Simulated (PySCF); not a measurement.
# C6H7FGe: electronic excitations

Wanted: the electronic excitations of C6H7FGe (`C=[C]([GeH3])C#C/C=C\F`), by calculation.

Computed with PySCF 2.14.0, with density-fitted response routines of our own, on a single molecule in the gas phase. Atoms are numbered from 0 throughout.

## 1. The starting structure

15 atoms, charge 0, multiplicity 1; geometry from: GFN2-xTB.

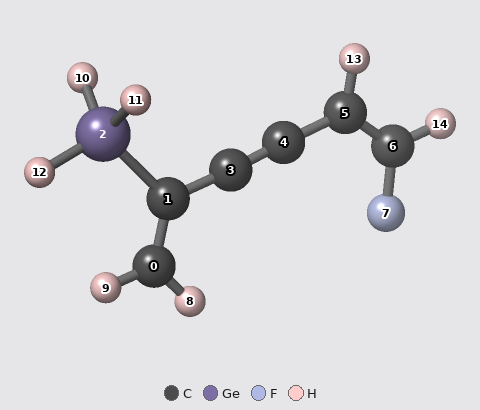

As it starts; carbon dark grey, germanium purple, fluorine light blue, hydrogen pink, atoms numbered; sticks join atoms by distance.

## 2. TDDFT and polarisability: CAM-B3LYP/def2-SVPD

The job: settings as JSON, then the geometry in Å.

```
{"job": {"kind": "uv", "xc": "CAM-B3LYP", "basis": "def2-SVPD", "nstates": 8, "ntriplets": 3}, "charge": 0, "multiplicity": 1}
C     -1.473863    -1.890420    -0.329989
C     -1.250673    -0.574195    -0.286108
Ge    -2.706077     0.740018    -0.356909
C      0.051726    -0.055383    -0.192641
C      1.149112     0.448773    -0.119384
C      2.441591     0.990403    -0.042701
C      3.560635     0.272961    -0.116607
F      3.558663    -1.058893    -0.270497
H     -0.669363    -2.609064    -0.291089
H     -2.476540    -2.280935    -0.405828
H     -2.552696     1.640100    -1.541092
H     -2.698567     1.612052     0.857857
H     -4.022403     0.035987    -0.445586
H      2.522646     2.061256     0.078718
H      4.561393     0.675329    -0.065713
```

With the program's defaults for keys left out, this is: TDDFT CAM-B3LYP/def2-SVPD, vertical, gas phase, core orbitals frozen in the response.

Command:

```console
> OMP_NUM_THREADS=1 python probes_run.py task.json out
```

One launch serves the whole session: the jobs run in the order shown.

What will the session give for the following? lowest singlet (CAM-B3LYP/def2-SVPD); brightest single state of those computed; lowest triplet. Wanted: lowest singlet; brightest single state of those computed; lowest triplet.

**Answer**, as computed:

```
                                quantity                        value
    lowest singlet (CAM-B3LYP/def2-SVPD)  4.65 eV (266 nm), f = 0.016
brightest single state of those computed  state 2, 4.73 eV, f = 0.436
                          lowest triplet                      2.81 eV
```

What this shows: The first singlet state (HOMO−1→LUMO 0.93) lies at 4.65 eV and is weak; of the 8 states computed, the strongest absorption comes from state 2 at 4.73 eV (the last state computed is bright too, and its partners may lie past the list). The lowest triplet lies 1.85 eV below the lowest singlet (triplets in Tamm-Dancoff, singlets in full TDDFT).
